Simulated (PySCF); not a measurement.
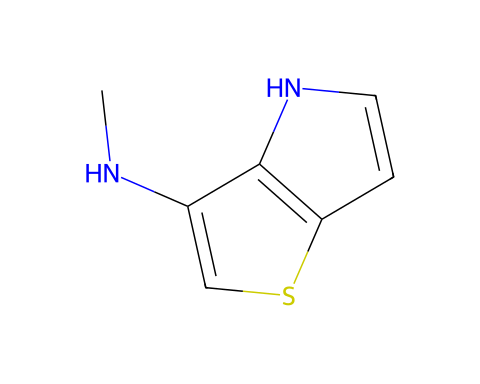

2D structure.

Question: Give its SMILES.

Answer: CNc1csc2cc[nH]c12

Question: Give the formula, hydrogens included.

Answer: C7H8N2S.

Question: An optimisation with PBE0-D3(BJ)/def2-SVP gave a structure of which point group?

Answer: C1. Other conformers may differ.

More results for the same structure follow; atom numbers are the same in all pictures, views and colours differ. The geometry was computed by an optimisation with PBE0-D3(BJ)/def2-SVP. No frequency run is at hand to confirm it as a minimum.

**Ring current**

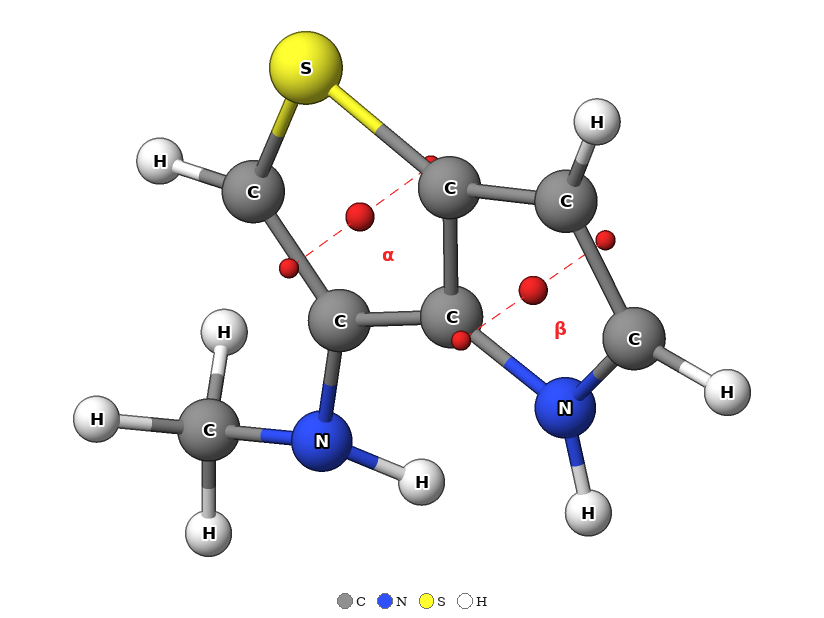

The small points mark where nucleus-independent chemical shifts (NICS) were computed: at the centre of each lettered ring and 1 Å above and below it. No frequency run is at hand to confirm it as a minimum. Properties computed with GIAO PBE0/pcSseg-1 NMR shielding, non-relativistic, IEF-PCM chloroform (PySCF 2.14.0).

Give NICS(0), NICS(1) and the out-of-plane component NICS(1)zz for each ring (means of the two sides).

```
ring  members  NICS(0)  NICS(1)  NICS(1)zz
   α      C4S    −11.8     −9.1      −19.0
   β      C4N    −13.4    −11.0      −28.1
```

Values in ppm.

Question: What do the values say about the ring currents?

Answer: Ring α: diatropic, as in an aromatic ring. Ring β: diatropic, as in an aromatic ring. NICS is one index among several.

**Quadrupole coupling**

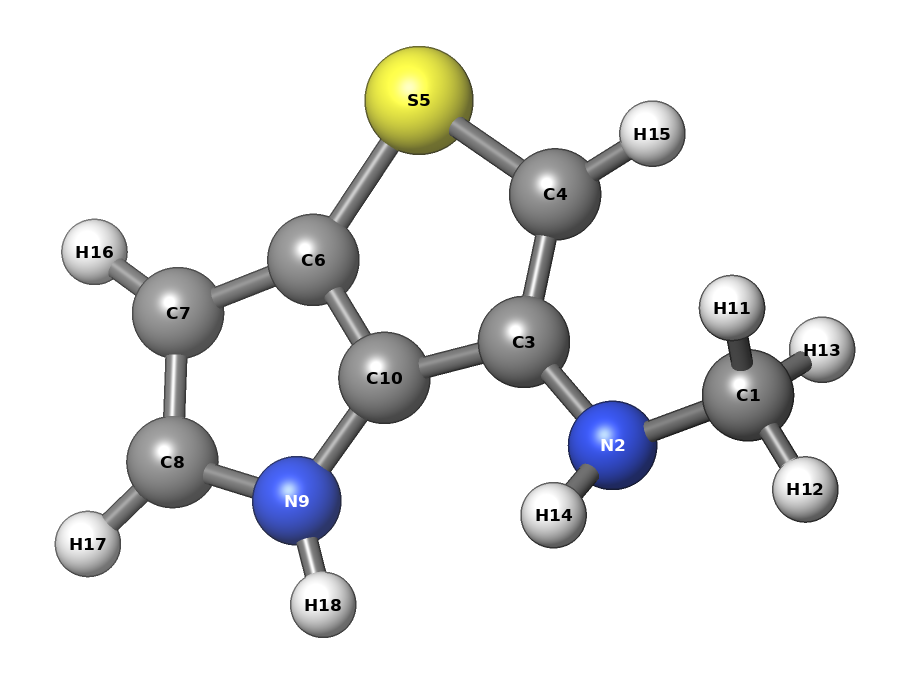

No frequency run is at hand to confirm it as a minimum. Electric field gradients from the ground-state density, PBE0/pcSseg-1 in chloroform (IEF-PCM) (PySCF 2.14.0), non-relativistic apart from any core potentials.

Give the largest field-gradient component, the quadrupole coupling constant and the asymmetry for 14N at N2 (Q = 20.44 mb), 33S at S5 (Q = −67.81 mb), 14N at N9 (Q = 20.44 mb), 2H at H11 (Q = 2.86 mb), 2H at H12 (Q = 2.86 mb).

| atom | V_zz (a.u.) | e²qQ/h (MHz) | η |
| --- | --- | --- | --- |
| N2 | −1.174 | −5.64 | 0.13 |
| S5 | 2.156 | −34.3 | 0.97 |
| N9 | −0.729 | −3.50 | 0.10 |
| H11 | 0.270 | 0.181 | 0.05 |
| H12 | 0.288 | 0.194 | 0.07 |

**Electronic properties**

No frequency run is at hand to confirm it as a minimum. Method: PBE0/pcSseg-1 in chloroform (IEF-PCM) (PySCF 2.14.0).

What does the calculation give?

- dipole moment: 4.79 D
- HOMO energy (Kohn–Sham orbital): −5.45 eV
- LUMO energy (Kohn–Sham orbital): 0.12 eV
- HOMO–LUMO gap: 5.56 eV
